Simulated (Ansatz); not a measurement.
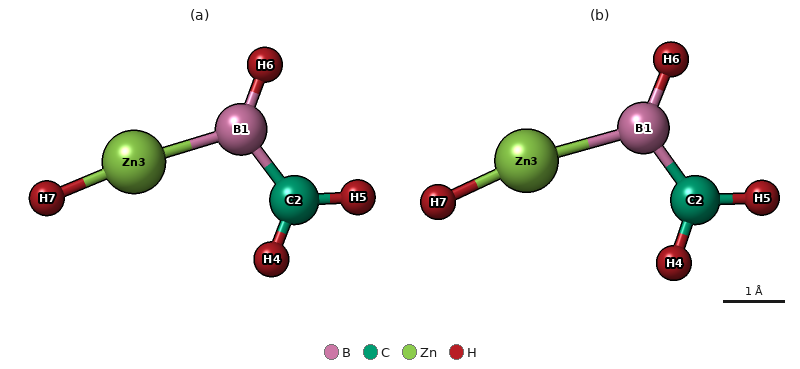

The structure of CH4BZn (charge −1) before (left) and after (right) a relaxation, at one scale.

A ball-and-stick model, seen at a tilt.

It is one of the separated reactants of a reaction.

All numbers below come from RKS PBE-D4/def2-SVPD (Ansatz 0.2.0).

The input:
```yaml
crystal:
  periodic: [false, false, false]
  atoms:
    - {symbol: B, position_ang: [-0.131038, 0.685254, 0.340570]}
    - {symbol: C, position_ang: [0.125108, 0.367262, -1.069560]}
    - {symbol: Zn, position_ang: [-0.111167, -0.885496, 1.361635]}
    - {symbol: H, position_ang: [0.289458, -0.628251, -1.394434]}
    - {symbol: H, position_ang: [0.163072, 1.089376, -1.844615]}
    - {symbol: H, position_ang: [-0.311688, 1.759012, 0.710584]}
    - {symbol: H, position_ang: [-0.065431, -2.285852, 2.089429]}
basis:
  gaussian: {orbitals: def2-SVPD}
total_charge: -1
hamiltonian: {xc: pbe, dispersion: d4}
relax: {f_tol: 0.03, max_steps: 250}
```

Command:
```bash
ansatz run in.yaml --threads 2 --pin off --events-out ev --progress --plain --max-ram 4352MiB
```

What changed between the two?

Answer. The largest move after the best rigid fit is that of H7, 0.16 Å. By element the largest moves are H 0.16 Å, Zn 0.12 Å, B 0.05 Å, C 0.02 Å. Among the contacts that change: B1–Zn3 1.874 → 2.030 Å, B1–H6 1.150 → 1.235 Å, Zn3–H7 1.579 → 1.633 Å, C2–H4 1.060 → 1.109 Å. Among the angles between lasting bonds that change: B1–Zn3–H7 174.3° → 170.6°, B1–C2–H4 121.7° → 125.3°, H4–C2–H5 114.2° → 111.2°. The energy falls by 0.362 eV in 4 geometry steps. Largest force component: 2 eV/Å at the start, 0.021 eV/Å at the end. Cost: 15 s on 2 threads of Intel Xeon Platinum 8259CL @ 2.50GHz, on a shared host.
